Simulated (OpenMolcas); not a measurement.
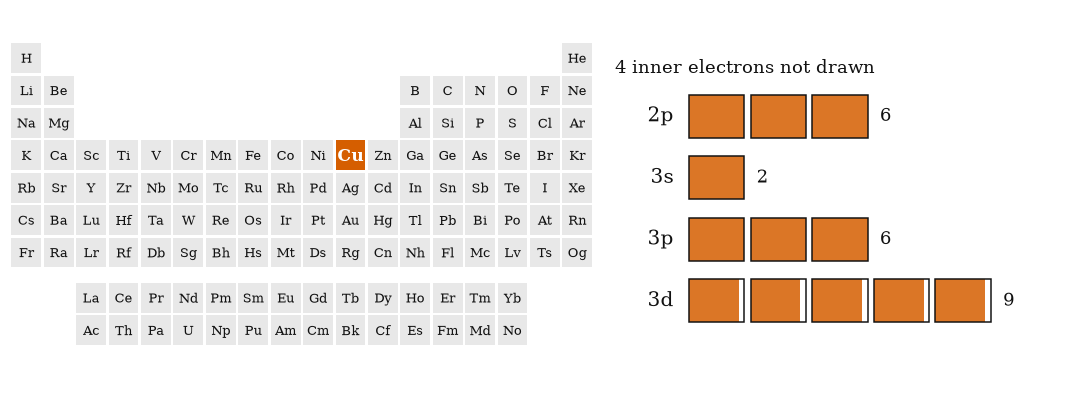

**Figure 1.** Left, the place of copper in the periodic table; right, the outer shells of the leading configuration of the lowest level: a box for each of the 2l + 1 orbitals, shaded by the share of the shell that is filled, with the electron count at the right.

# Multiconfigurational calculation, with input and output: Cu²⁺ complex

Cu²⁺ with 6 ligands (O; tetragonal octahedron, 2.2 Å), neutralised by 6 outer point charges of +1.7 e, whose field is part of the energies. Computed at this level: state-averaged CASSCF, active space 9 electrons in the shell 3d, basis ANO-RCC-VDZP on the metal and ANO-RCC-VDZP on the ligands, DKH2 scalar Hamiltonian, spin-orbit coupling by RASSI with atomic mean-field integrals (OpenMolcas).

Input:
```
&GATEWAY
Coord
7

Cu 0.0 0.0 0.0
O 2.200000 0.000000 0.000000
O 0.000000 2.200000 0.000000
O -2.200000 0.000000 0.000000
O 0.000000 -2.200000 0.000000
O 0.000000 0.000000 2.244000
O 0.000000 0.000000 -2.244000
Basis=Cu.ANO-RCC-VDZP,O.ANO-RCC-VDZP
Group=XYZ
NoMove
AngMom=0.0 0.0 0.0
AMFI
RICD
XField
3 Angstrom 0
4.800000 0.000000 0.000000 1.666667
0.000000 4.800000 0.000000 1.666667
0.000000 0.000000 4.844000 1.666667
&SEWARD
&RASSCF
FileOrb=start.orb
Symmetry=1
Spin=2
nActEl=9 0 0
Inactive=18 21
Ras2=5 0
CIRoot=5 5 1
SDav=5
CIMx=300
Iter=150 100
PrWF=0.3
OrbListing=Nothing
MaxOrb=0
LevShft=1.0
>>> COPY $Project.JobIph JOB001
&RASSI
NrOfJobIphs=1 5
1 2 3 4 5
IphNames
JOB001
EJob
SpinOrbit
DIPRint=1.0
SOCoupling=1000.0
Subsets=2
Property=9
'ANGMOM' 1 'ANGMOM' 2 'ANGMOM' 3 'MLTPL  1' 1 'MLTPL  1' 2 'MLTPL  1' 3
'AMFI' 1 'AMFI' 2 'AMFI' 3
SOProperty=3
'ANGMOM' 1 'ANGMOM' 2 'ANGMOM' 3
```

The file start.orb holds starting orbitals from an earlier step. A driver script formed the levels outside the program, from RASSI's spin-orbit matrix and the active-space energies, averaged over the components of each term or state.

Command:
```bash
OMP_NUM_THREADS=1 MOLCAS_MEM=2457 MOLCAS_PROJECT=a pymolcas a.inp > a.log  # once for each step of the input, in one work folder
```

The program's output (extracts):
```
--- SEWARD ---
Basis set label: CU.ANO-RCC...5S4P2D1F.

      Electronic valence basis set:
      ------------------
      Associated Effective Charge  29.000000 au
      Associated Actual Charge     29.000000 au
      Nuclear Model: Point charge

      Shell  nPrim  nBasis  Cartesian Spherical Contaminant
         s      21       5        X
         p      15       4        X
         d      10       2                 X
         f       6       1                 X
                  Relativistic Douglas-Kroll-Hess integrals:
                    - DKH order of Hamiltonian: 2
                    - DKH order of Properties : 0
                  Atomic mean-field integrals
--- RASSCF ---
Wave function specifications:
      -----------------------------

      Number of closed shell electrons          78
      Number of electrons in active shells       9
      Max number of holes in RAS1 space          0
      Max nr of electrons in RAS3 space          0
      Number of inactive orbitals               39
      Number of active orbitals                  5
      Number of secondary orbitals              74
      Spin quantum number                      0.5
      State symmetry                             1
Orbital specifications:
      -----------------------

      Symmetry species                           1   2
                                                ag  au
      Frozen orbitals                            0   0
      Inactive orbitals                         18  21
      Active orbitals                            5   0
      RAS1 orbitals                              0   0
      RAS2 orbitals                              5   0
      RAS3 orbitals                              0   0
      Secondary orbitals                        34  40
      Deleted orbitals                           0   0
      Number of basis functions                 57  61
      Number of CSFs                             5
      Number of root(s) required                 5
      Iter CI   SX   CI       RASSCF       Energy    max ROT     max BLB   max BLB  Level Ln srch  Step   QN
          iter iter root      energy       change     param      element    value   shift minimum  type update
 Nr of preliminary CI iterations:   1
      Total energies have been shifted. Add                -2000.00 au
        1   1   10    0  -103.07592299    0.00E+00   8.78E-02   17  51 1 -6.95E-01*  1.61   0.00    SX    NO
        2   1   11    0  -105.42135810   -2.35E+00*  7.66E-02    9  36 2 -4.07E-01*  1.26   0.00    SX    NO
        3   1   11    0  -106.26411734   -8.43E-01*  4.36E-02    9  36 2 -1.81E-01*  1.15   0.00    SX    NO
        4   1   11    0  -106.42806064   -1.64E-01* -2.49E-02    9  36 2 -7.86E-02*  1.11   0.00    SX    NO
        5   1   11    0  -106.47761956   -4.96E-02* -2.97E-02    6  30 1 -6.54E-02*  1.12   2.50    LS   YES
        6   1   10    0  -106.51151952   -3.39E-02* -3.40E-02    6  30 1 -5.02E-02*  1.12   1.70    QN   YES
        7   1   10    0  -106.53107282   -1.96E-02* -2.42E-02    6  30 1 -3.60E-02*  1.12   1.82    LS   YES
        8   1   10    0  -106.53601662   -4.94E-03*  1.60E-02   15  49 1 -4.11E-02*  1.13   1.16    QN   YES
        9   1   10    0  -106.54341944   -7.40E-03*  2.14E-02   15  49 1 -2.74E-02*  1.13   2.50    LS   YES
       10   1   10    0  -106.54812250   -4.70E-03* -7.59E-03   18  24 2 -1.05E-02*  1.14   1.29    QN   YES
       11   1    9    0  -106.54955874   -1.44E-03* -6.67E-03    6  30 1 -6.25E-03*  1.13   1.51    QN   YES
       12   1    9    0  -106.55016475   -6.06E-04* -3.88E-03   15  49 1  5.26E-03*  1.13   1.40    QN   YES
       13   1    9    0  -106.55036355   -1.99E-04* -1.41E-03   15  46 2  2.38E-03*  1.13   1.34    QN   YES
       14   1    8    0  -106.55041463   -5.11E-05*  5.22E-04    9  36 2  1.28E-03*  1.13   1.32    QN   YES
       15   1    8    0  -106.55042708   -1.24E-05* -2.93E-04    8  36 2  6.33E-04*  1.13   1.40    QN   YES
       16   1    7    0  -106.55043047   -3.39E-06* -1.05E-04    8  36 2  2.73E-04*  1.13   1.34    QN   YES
       17   1    7    0  -106.55043122   -7.41E-07* -5.90E-05   21  24 2 -1.28E-04*  1.13   1.39    QN   YES
       18   1    6    0  -106.55043141   -1.94E-07*  3.38E-05    8  35 2  6.88E-05   1.13   1.43    QN   YES
       19   1    6    0  -106.55043146   -5.17E-08* -1.18E-05    5  31 1  3.62E-05   1.13   1.33    QN   YES
       20   1    5    0  -106.55043147   -9.48E-09  -5.41E-06   15  27 1  1.40E-05   1.13   1.29    QN   YES
      Convergence after 20 iterations
       21   1    5    0  -106.55043147   -1.56E-09  -5.41E-06   18  30 1 -9.53E-06   1.13   1.29    QN   YES
      Natural orbitals and occupation numbers for root  1
      sym 1:   2.000000   2.000000   2.000000   2.000000   1.000000
      Natural orbitals and occupation numbers for root  2
      sym 1:   2.000000   2.000000   1.000000   2.000000   2.000000
      Natural orbitals and occupation numbers for root  3
      sym 1:   1.000000   2.000000   2.000000   2.000000   2.000000
::    RASSCF root number  1 Total energy:  -2106.55877502
::    RASSCF root number  2 Total energy:  -2106.55668653
::    RASSCF root number  3 Total energy:  -2106.54603478
::    RASSCF root number  4 Total energy:  -2106.54533052
::    RASSCF root number  5 Total energy:  -2106.54533052
--- RASSI ---
SPIN-FREE ENERGIES:
  (Shifted by EMIN (a.u.) =      -2106.5587750228)

 SF State       Relative EMIN(au)   Rel lowest level(eV)    D:o, cm**(-1)

     1             0.0000000000        0.0000000000              0.0000
     2             0.0020884974        0.0568309103            458.3722
     3             0.0127402451        0.3466797303           2796.1606
     4             0.0134445025        0.3658435507           2950.7272
     5             0.0134445025        0.3658435507           2950.7272
     Dipole printing threshold changed to   1.00000000E+00
Eigenvalues of complex Hamiltonian:
   -----------------------------------
  (Shifted by EMIN (a.u.) =      -2106.5587750228)

 SO State       Relative EMIN(au)   Rel lowest level(eV)    D:o, cm**(-1)

     1            -0.0013304507        0.0000000000              0.0000
     2            -0.0013304507        0.0000000000              0.0000
     3             0.0006250954        0.0532131217            429.1928
     4             0.0006250954        0.0532131217            429.1928
     5             0.0094212317        0.2925681836           2359.7215
     6             0.0094212317        0.2925681836           2359.7215
     7             0.0162070996        0.4772210549           3849.0474
     8             0.0162070996        0.4772210549           3849.0474
     9             0.0167947716        0.4932124244           3978.0265
    10             0.0167947716        0.4932124244           3978.0265
Weights of the five most important spin-orbit-free states for each spin-orbit state.

 SO State  Total energy (au)           Spin-free states, spin, and weights
 -------------------------------------------------------------------------------------------------------
    1        -0.001330       1 0.5  0.9240    3 0.5  0.0529    4 0.5  0.0116    5 0.5  0.0116    2 0.5  0.0000
    2        -0.001330       1 0.5  0.9240    3 0.5  0.0529    4 0.5  0.0116    5 0.5  0.0116    2 0.5  0.0000
    3         0.000625       2 0.5  0.9095    5 0.5  0.0453    4 0.5  0.0453    3 0.5  0.0000    1 0.5  0.0000
    4         0.000625       2 0.5  0.9095    5 0.5  0.0453    4 0.5  0.0453    3 0.5  0.0000    1 0.5  0.0000
    5         0.009421       3 0.5  0.3742    5 0.5  0.3127    4 0.5  0.3127    1 0.5  0.0004    2 0.5  0.0000
    6         0.009421       3 0.5  0.3742    5 0.5  0.3127    4 0.5  0.3127    1 0.5  0.0004    2 0.5  0.0000
    7         0.016207       3 0.5  0.5729    4 0.5  0.1758    5 0.5  0.1758    1 0.5  0.0756    2 0.5  0.0000
    8         0.016207       3 0.5  0.5729    4 0.5  0.1758    5 0.5  0.1758    1 0.5  0.0756    2 0.5  0.0000
    9         0.016795       5 0.5  0.4547    4 0.5  0.4547    2 0.5  0.0905    3 0.5  0.0000    1 0.5  0.0000
   10         0.016795       5 0.5  0.4547    4 0.5  0.4547    2 0.5  0.0905    3 0.5  0.0000    1 0.5  0.0000
 -------------------------------------------------------------------------------------------------------
```

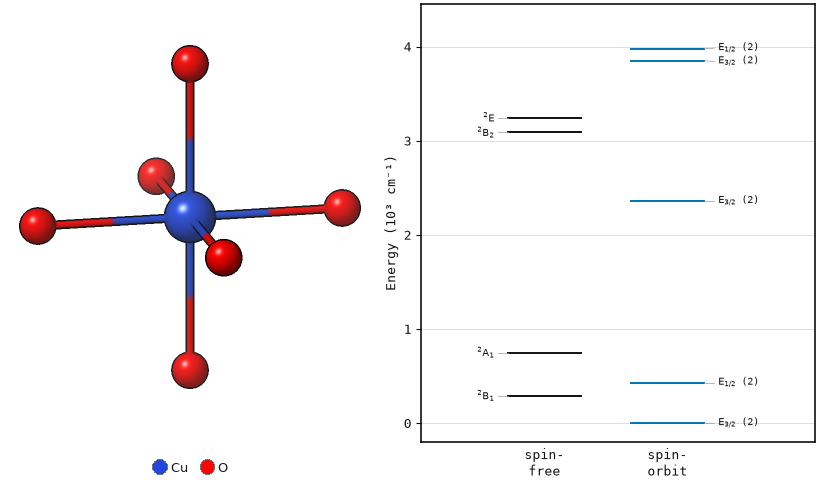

**Figure 2.** Cu²⁺ (3d⁹) with 6 ligands, O²⁻, at 2.2 Å (arrangement: tetragonal octahedron, D4h), axial distortion 1.02, neutralised by outer point charges of +1.7 e, and its levels. Labels give the representation in O, Td, D4 or D3 as the site allows (double group for half-integer spin) where it could be assigned and, in brackets, the degeneracy; spin-free states, where drawn, share the zero of the spin-orbit levels. The ground level is E₃/₂, a Kramers doublet, 100 % from states of spin multiplicity 2. Its principal g values are 2.24, 2.24 and 3.57. The next level lies at 429 cm⁻¹ (E₁/₂). The lowest spin-free state is ²B₁, from the free-ion D term; of the same spin there follow at 458 cm⁻¹ (²A₁), 2,800 cm⁻¹ (²B₂) and 2,950 cm⁻¹ (²E) above it. The active orbitals hold 97 to 99 % metal character (Löwdin), and the Mulliken charge of the metal is +1.80.

Summary:

```tsv
quantity	value
outcome	converged
energy of the lowest spin-free term	−2106.55878 hartree
energy of the lowest spin-orbit level	−2106.56011 hartree
largest spread among components of a term	0.0 cm⁻¹
hardware	1 thread of Arm Neoverse V2, 24 GiB of memory available, shared host
wall time	5.7 s
peak memory	0.18 GiB
```

Remarks:

Without dynamic correlation the splittings between terms come out too large, often by 20 to 50 %. Limits: bare point charges leave oxide and sulfide ligands too diffuse, field too small; distances are set from ionic radii, not optimised.
